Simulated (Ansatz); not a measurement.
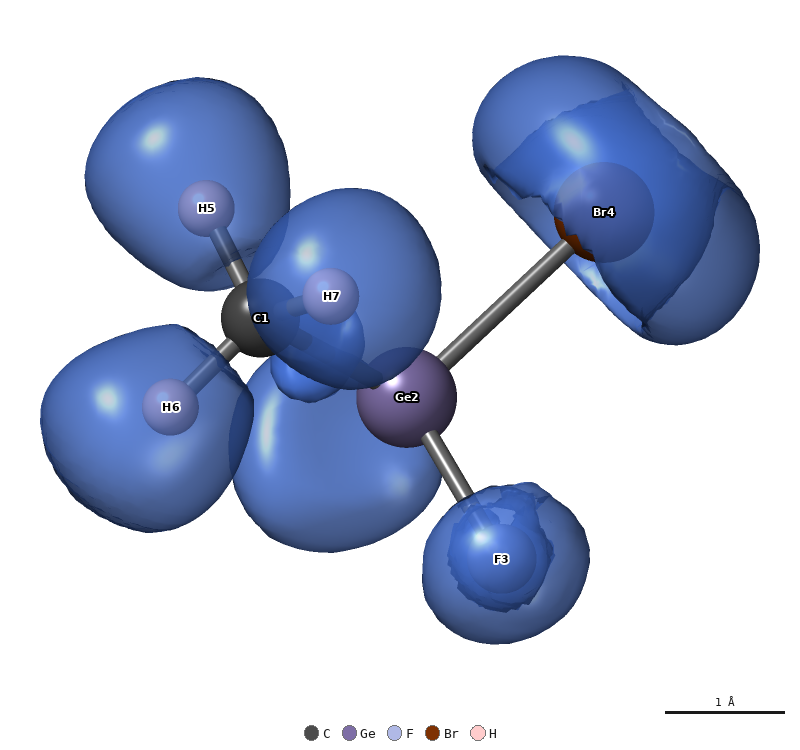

The picture shows: CH$_{3}$BrFGe (SMILES [CH3][Ge]([F])[Br]) (doublet). Isosurface of the ELF at 0.8 (blue), seen at a tilt. Core shells and regions of very low density are left out.

Geometry: PBE0-D4/def2-TZVP.

The calculation used UKS PBE0-D4/def2-TZVPP (Ansatz).

| atom | x (Å) | y (Å) | z (Å) |
| --- | --- | --- | --- |
| C | -0.0796 | 0.9104 | -0.0643 |
| Ge | -0.3254 | -0.9316 | 0.5686 |
| F | 1.2210 | -1.3988 | 1.2303 |
| Br | -0.6767 | -2.3429 | -1.2372 |
| H | -0.9736 | 1.2342 | -0.5950 |
| H | 0.1153 | 1.5600 | 0.7883 |
| H | 0.7801 | 0.9007 | -0.7366 |

Where are the electrons localised?

Answer. The ELF exceeds this value in one region between bonded C–Ge atoms (shared pairs), three regions around hydrogen nuclei, one ring or bowl of non-bonding electrons around Br, one lobe on Ge, pointing away from the bonds (non-bonding electrons) and one region wrapped around F (its valence shell). Profiles from the grid: Ge–F (1.75 Å): the ELF peaks at about 0.80 in the valence shell of F, 0.5 Å from its nucleus, and is about 0.25 at the midpoint. C–Ge (1.96 Å): the ELF peaks at about 0.90 in the valence shell of C, 0.7 Å from its nucleus, and is about 0.70 at the midpoint.
